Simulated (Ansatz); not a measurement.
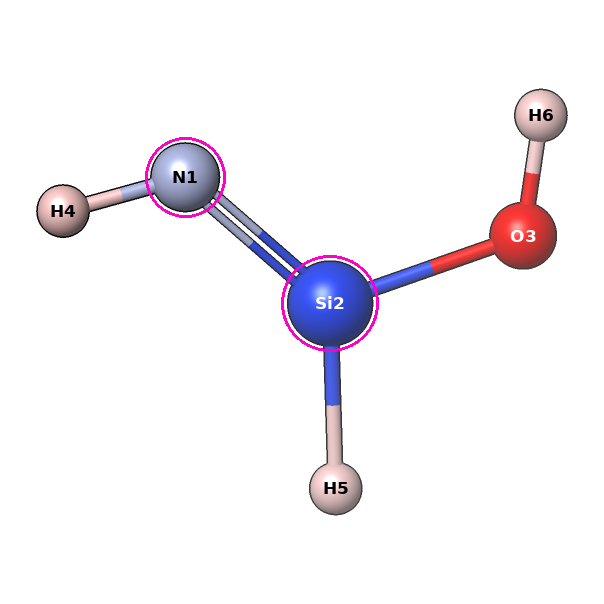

Distant atoms are faded towards the background colour. Circles mark the stereogenic atoms. The computed structure is the end point of a PBE0-D4/def2-TZVP optimisation. No frequency run is at hand to confirm it as a minimum.

**Assign CIP descriptors.**

N1=Si2: E.
